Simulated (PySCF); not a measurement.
CH$_{7}$BrOSi$_{2}$

```yaml
atoms:
  - { symbol: C, position_ang: [-2.0763, 0.5979, -0.7131] }
  - { symbol: O, position_ang: [-0.8959, -0.0551, -0.3697] }
  - { symbol: Si, position_ang: [0.4304, 0.6074, 0.2877] }
  - { symbol: Si, position_ang: [1.6697, -1.3091, 0.4080] }
  - { symbol: Br, position_ang: [3.6298, -0.7275, 1.3023] }
  - { symbol: H, position_ang: [-2.5304, 1.0606, 0.1655] }
  - { symbol: H, position_ang: [-1.8846, 1.3754, -1.4554] }
  - { symbol: H, position_ang: [-2.7648, -0.1373, -1.1298] }
  - { symbol: H, position_ang: [0.1260, 1.2539, 1.5729] }
  - { symbol: H, position_ang: [0.9792, 1.6698, -0.5681] }
  - { symbol: H, position_ang: [1.2319, -2.3767, 1.3091] }
  - { symbol: H, position_ang: [2.0861, -1.9599, -0.8354] }
```

Geometry: GFN2-xTB.

These are results of PySCF 2.14.0, CAM-B3LYP/def2-SVPD, SCF density, gas phase, not measurements.

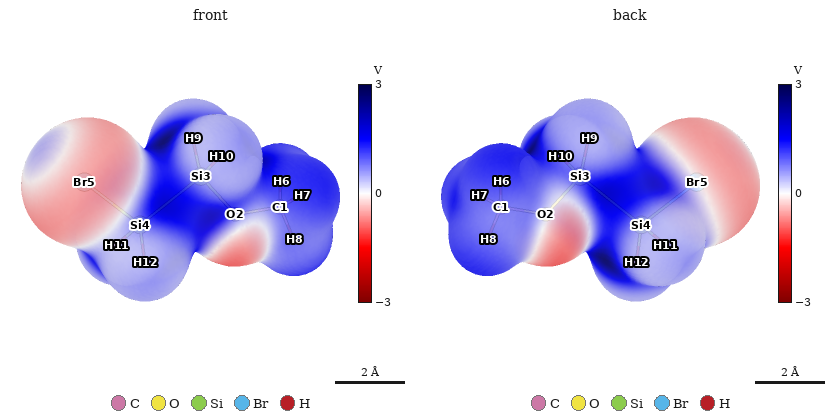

Figure 1. The molecular electrostatic potential painted on the density surface at 0.004 e/bohr³, seen from the front and from behind; the colour scale runs from red (negative) to blue (positive).

**Which sites attract a positive test charge, and which a negative one?**

A positive charge is drawn to the negative regions and a negative charge to the positive ones. The most negative region (about −0.9 V) lies over O2, the most positive (about +2.6 V) over Si3 and Si4. Br5 shows a σ-hole: about +0.4 V at the tip opposite its bond, against about −0.5 V on its flanks.

**How polar is the molecule by this calculation?**

Its dipole moment is 3.17 D.

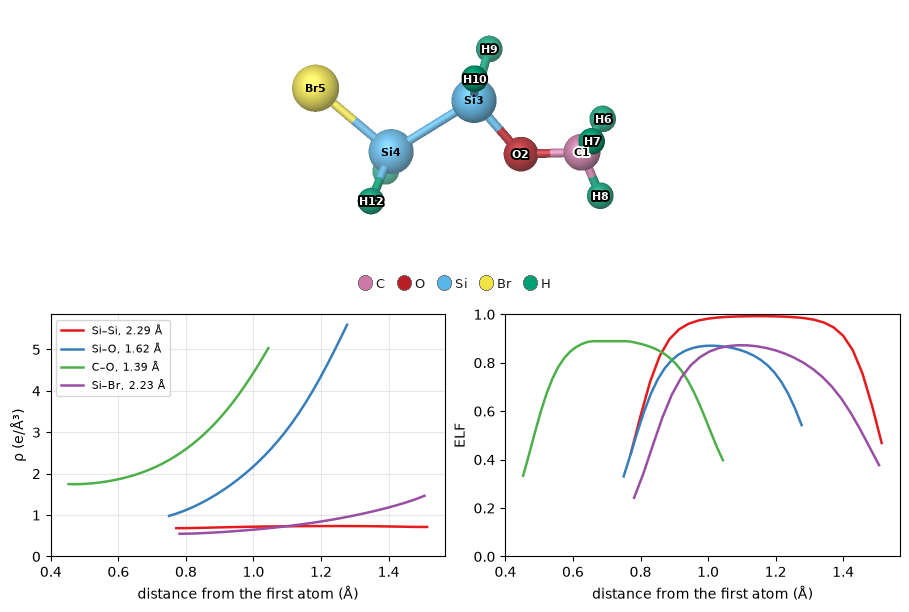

Figure 2. Electron density and electron localisation function along straight lines between neighbouring atoms. The curves leave out the atomic cores. The structure is drawn too.

**What kind of bonding do the profiles show?**

Si–Si (2.29 Å): ρ at the midpoint is about 0.73 e/Å³; the ELF peaks at about 1 between the atoms, as expected for localised, covalent bonding.
Si–O (1.62 Å): ρ at the midpoint is about 1.2 e/Å³; the ELF peaks at about 0.85 between the atoms (a polar covalent bond).
C–O (1.39 Å): the density is about 2.1 e/Å³ at the midpoint, with its minimum of 1.7 e/Å³ about 0.5 Å from C; the ELF peaks at about 0.90 between the atoms: a polar covalent bond.
Si–Br (2.23 Å): the density is about 0.75 e/Å³ at the midpoint; the ELF peaks at about 0.85 between the atoms; a shared but strongly polarised pair.
